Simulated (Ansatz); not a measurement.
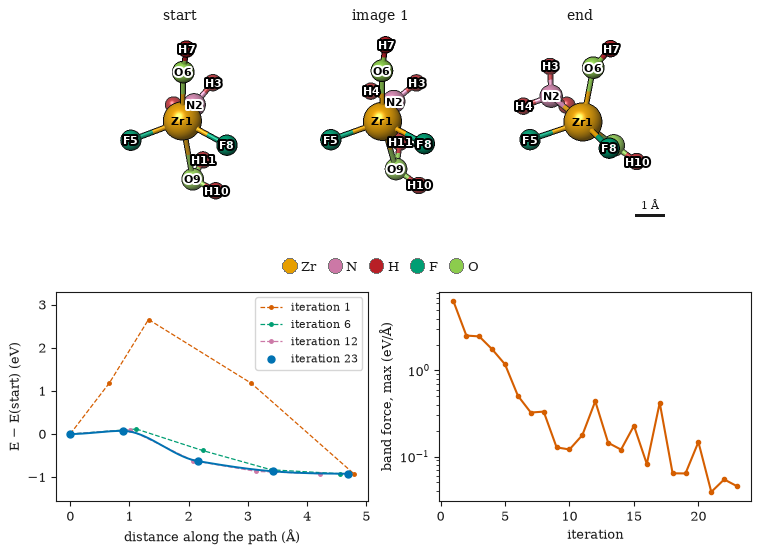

A nudged-elastic-band calculation for ZrNH₅O₂F₂. Images are numbered from 0 (start) to 4 (end). The plot follows the band through its iterations. A ball-and-stick model, seen from a free direction.

Level of theory: Ansatz, RKS PBE-D4/def2-SVP. Settings: 3 movable images; climbing image; force threshold 0.05 eV/Å; iteration limit 60; starting path through a guess of the saddle point.

Question: Judge this run.

Answer: The run is converged, with reservations. The band converged in 23 iterations. The largest component of the band force went from 6.4 to 0.045 eV/Å. The climbing image converged on the top of the path. Its curvatures weren't checked. So few images resolve the path coarsely. The first iteration put the highest image at 2.66 eV. The highest point, image 1, lies 0.07 eV above the start and 0.99 eV above the end; the end is at −0.92 eV relative to the start.

Cost: 110 s on 4 threads of Arm Neoverse V1, with other jobs on the host, peak memory 0.2 GiB.
